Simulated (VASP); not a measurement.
Band structure of SnO (litharge). These are TPSS meta-GGA, VASP's PBE PAW potentials (set 64) (plane waves; VASP) values and carry that method's errors.

Without a dispersion term in the relaxation, distances and binding between the weakly bound layers, chains or molecules are unreliable, and so is what depends on them. Unless said otherwise, spin-orbit coupling is left out, though it shifts the bands of the heavy elements here.

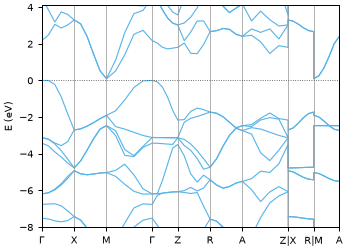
Figure: Bands along high-symmetry lines, zero at the valence-band maximum or, without a gap, the Fermi level

Read the plot: is there a gap, and where are the band edges?

The gap is indirect, 0.10 eV, from the valence maximum at Γ to the conduction minimum at M.

Measured: gap 0.70 eV (computed value off by -0.60 eV), as given by David Waroquiers et al., Physical Review B (2013), arXiv:1302.6756.

The compound is SnO in the litharge structure. It was relaxed first.
